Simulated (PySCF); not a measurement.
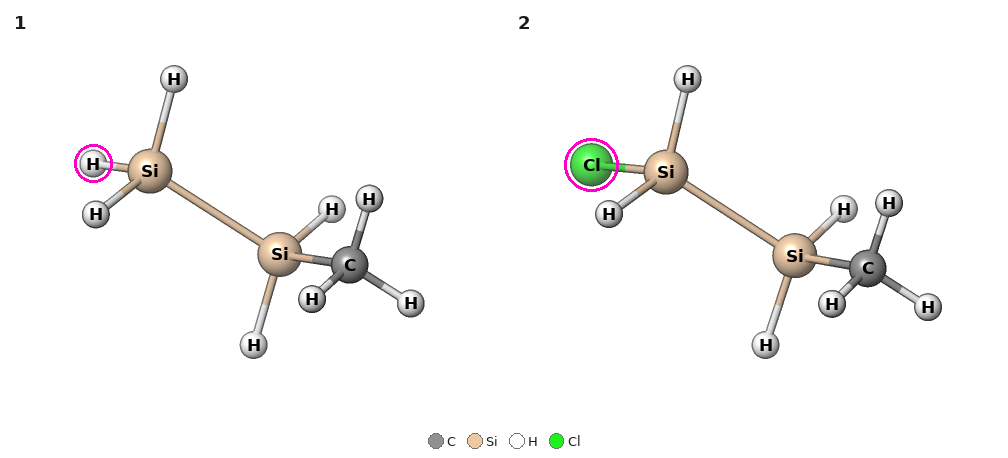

2 molecules with one skeleton, seen from the same side and at one scale; the atom that differs is circled. Each species is neutral and a spin singlet. Computed geometries: PBE0-D3(BJ)/def2-SVP optimisations, one conformation each. Properties computed with PySCF 2.14.0.

One atom differs, called X below: H in panel 1, Cl in panel 2. Their formulas are CH8Si2 (`C[SiH2][SiH3]`), CH7ClSi2 (`C[SiH2][SiH2]Cl`).

**In which is the dipole moment larger (PBE0/6-31G*)?**

In panel 2 (X = Cl).

**In which is the lowest vertical singlet excitation larger (CAM-B3LYP/def2-SVPD)?**

In panel 1 (X = H).

Give the values. With PBE0-D3(BJ)/def2-SVP: length of X–Si (Å), angle Si–Si–X (°). With PBE0/6-31G*: dipole moment (D), HOMO energy (Kohn–Sham orbital) (eV), HOMO–LUMO gap (eV). With CAM-B3LYP/def2-SVPD: mean static polarisability (bohr³), lowest vertical singlet excitation (eV).

```tsv
quantity	1 (H)	2 (Cl)	2 − 1
length of X–Si (Å)	1.496	2.083	+0.587
angle Si–Si–X (°)	111.4	107.7	−3.7
dipole moment (D)	0.96	2.90	+1.94
HOMO energy (Kohn–Sham orbital) (eV)	−7.96	−7.90	+0.06
HOMO–LUMO gap (eV)	8.52	7.42	−1.10
mean static polarisability (bohr³)	73.3	84.2	+10.9
lowest vertical singlet excitation (eV)	7.14	6.18	−0.96
```
